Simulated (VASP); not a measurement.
Band structure of C (space group C2/m). All values below come from r2SCAN meta-GGA, VASP's PBE PAW potentials (set 64) (plane waves; VASP).

The path is coarsely sampled, so an indirect gap can come out somewhat too large.

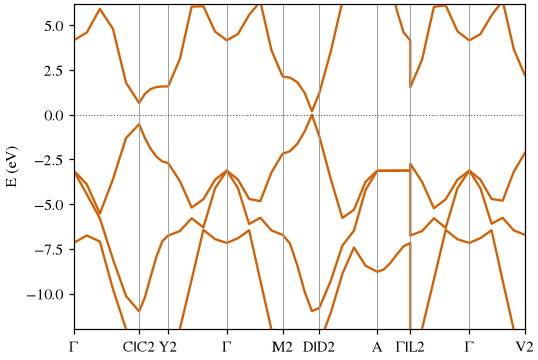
Figure: Bands along high-symmetry lines, zero at the valence-band maximum or, without a gap, the Fermi level

### Question
Read the plot: is there a gap, and where are the band edges?

### Answer
The gap is direct, 0.20 eV, from the valence maximum at M2-D at 0.80 to the conduction minimum at M2-D at 0.80.

The structure comes from a computed database's C entry (C2/m); how it stands against other phases isn't given here. It was relaxed first.
